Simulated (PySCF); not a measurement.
# C₆H₁₈BNSi (SMILES B[Si](C)(C)N(C)C(C)C): what the fields show

```json
{"atom": "B", "x (Å)": "-1.0811", "y (Å)": "1.9689", "z (Å)": "0.0826"}
{"atom": "Si", "x (Å)": "-1.1239", "y (Å)": "0.0128", "z (Å)": "-0.0896"}
{"atom": "C", "x (Å)": "-1.7761", "y (Å)": "-0.9188", "z (Å)": "1.4677"}
{"atom": "C", "x (Å)": "-2.2103", "y (Å)": "-0.6489", "z (Å)": "-1.5265"}
{"atom": "N", "x (Å)": "0.5050", "y (Å)": "-0.5156", "z (Å)": "-0.4660"}
{"atom": "C", "x (Å)": "0.8054", "y (Å)": "-1.9205", "z (Å)": "-0.5916"}
{"atom": "C", "x (Å)": "1.6477", "y (Å)": "0.3018", "z (Å)": "-0.1220"}
{"atom": "C", "x (Å)": "1.4728", "y (Å)": "1.7064", "z (Å)": "-0.6829"}
{"atom": "C", "x (Å)": "1.9149", "y (Å)": "0.3514", "z (Å)": "1.3873"}
{"atom": "H", "x (Å)": "-1.4477", "y (Å)": "2.6593", "z (Å)": "-0.7926"}
{"atom": "H", "x (Å)": "-0.9951", "y (Å)": "2.4862", "z (Å)": "1.1344"}
{"atom": "H", "x (Å)": "-1.2118", "y (Å)": "-0.6653", "z (Å)": "2.3613"}
{"atom": "H", "x (Å)": "-1.7095", "y (Å)": "-1.9955", "z (Å)": "1.3367"}
{"atom": "H", "x (Å)": "-2.8175", "y (Å)": "-0.6812", "z (Å)": "1.6643"}
{"atom": "H", "x (Å)": "-3.2072", "y (Å)": "-0.2229", "z (Å)": "-1.4682"}
{"atom": "H", "x (Å)": "-1.8000", "y (Å)": "-0.3845", "z (Å)": "-2.4961"}
{"atom": "H", "x (Å)": "-2.3237", "y (Å)": "-1.7281", "z (Å)": "-1.5002"}
{"atom": "H", "x (Å)": "1.1084", "y (Å)": "-2.3759", "z (Å)": "0.3591"}
{"atom": "H", "x (Å)": "1.6135", "y (Å)": "-2.0718", "z (Å)": "-1.3138"}
{"atom": "H", "x (Å)": "-0.0778", "y (Å)": "-2.4390", "z (Å)": "-0.9506"}
{"atom": "H", "x (Å)": "2.5276", "y (Å)": "-0.1460", "z (Å)": "-0.6084"}
{"atom": "H", "x (Å)": "1.3525", "y (Å)": "1.6713", "z (Å)": "-1.7624"}
{"atom": "H", "x (Å)": "0.5623", "y (Å)": "2.1593", "z (Å)": "-0.2587"}
{"atom": "H", "x (Å)": "2.3174", "y (Å)": "2.3426", "z (Å)": "-0.4265"}
{"atom": "H", "x (Å)": "2.8426", "y (Å)": "0.8788", "z (Å)": "1.5974"}
{"atom": "H", "x (Å)": "1.0962", "y (Å)": "0.8581", "z (Å)": "1.8910"}
{"atom": "H", "x (Å)": "1.9956", "y (Å)": "-0.6567", "z (Å)": "1.7863"}
```

Geometry: GFN2-xTB.

Method: PySCF, PBE0/pcSseg-1, SCF density, gas phase, non-relativistic.

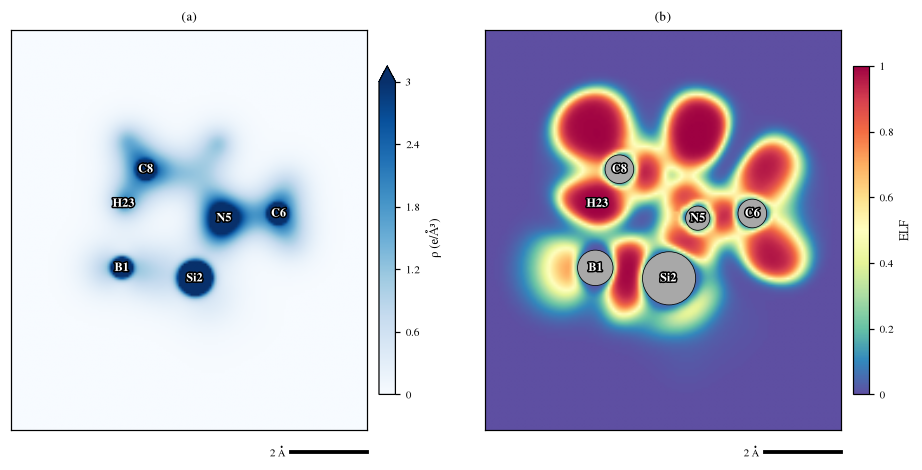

Figure 1. (a) electron density; (b) ELF on the plane of atoms Si2, N5 and C6. Grey discs cover the atomic cores in the ELF map.

> Describe what can be read from this map.

- The section cuts through B, Si, N, C and H sites.
- C–N (1.44 Å): the density is about 1.9 e/Å³ at the midpoint; the ELF peaks at about 0.90 between the atoms (localised, covalent bonding).
- Si–N (1.75 Å): ρ at the midpoint is about 1 e/Å³; the ELF peaks at about 0.90 between the atoms; a shared but strongly polarised pair.
- Si–B (1.96 Å): ρ is about 0.86 e/Å³ halfway; the ELF peaks at about 1 between the atoms, as expected for a shared electron pair.
- C–H (1.10 Å): ρ is about 1.8 e/Å³ halfway; the ELF climbs to about 1 towards the hydrogen, as it does in any bond to H; an ordinary covalent bond to hydrogen.

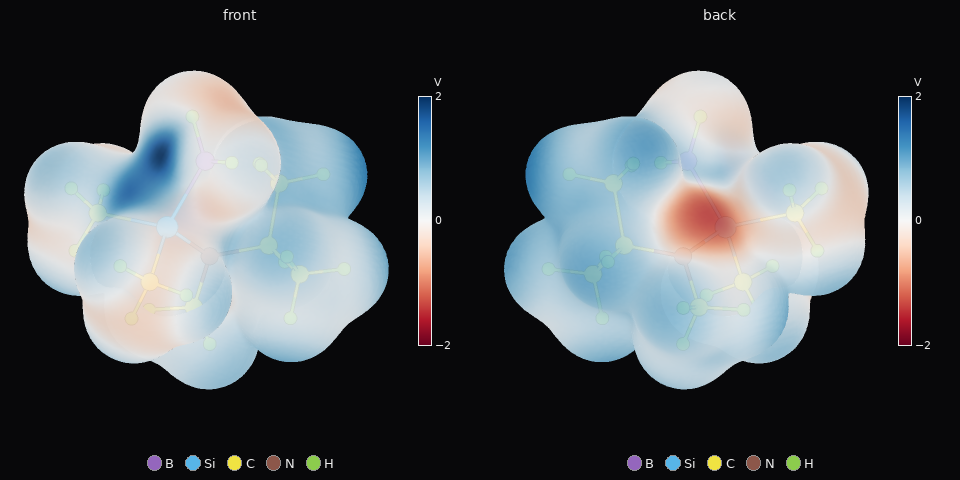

Figure 2. The electrostatic potential painted on the density surface at 0.004 e/bohr³, seen from the front and from behind; the colour scale runs from red (negative) to blue (positive).

> Where is the surface potential most negative and most positive?

The most negative region (about −1.2 V) lies over N5, the most positive (about +1.6 V) over B1 and Si2. N5 is the likeliest acceptor of a hydrogen bond.

> How polar is the molecule by this calculation?

Its dipole moment is 1.68 D.
